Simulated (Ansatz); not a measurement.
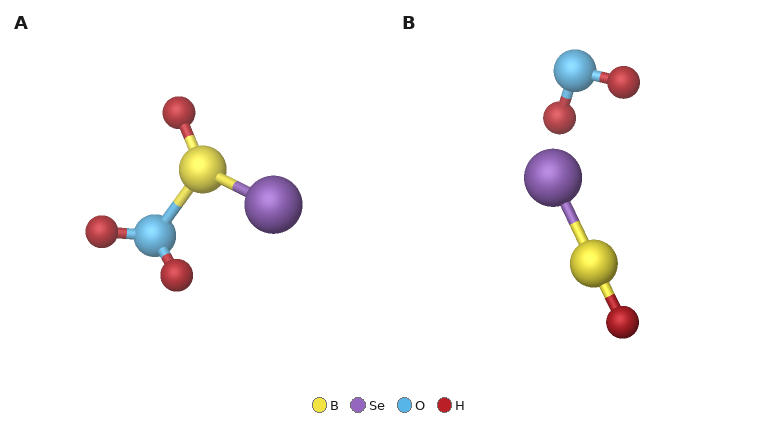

2 stationary structures of one formula. Geometries: PBE-D4/def2-SVP. Electronic energies: PBE-D4/def2-SVP (Ansatz 0.2.0), without zero-point energy. No frequency run is at hand to confirm each as a minimum.

Which is lowest in energy, and by how much?

Answer. A is lowest (C1); B lies 49.9 kJ/mol above it (Cs).
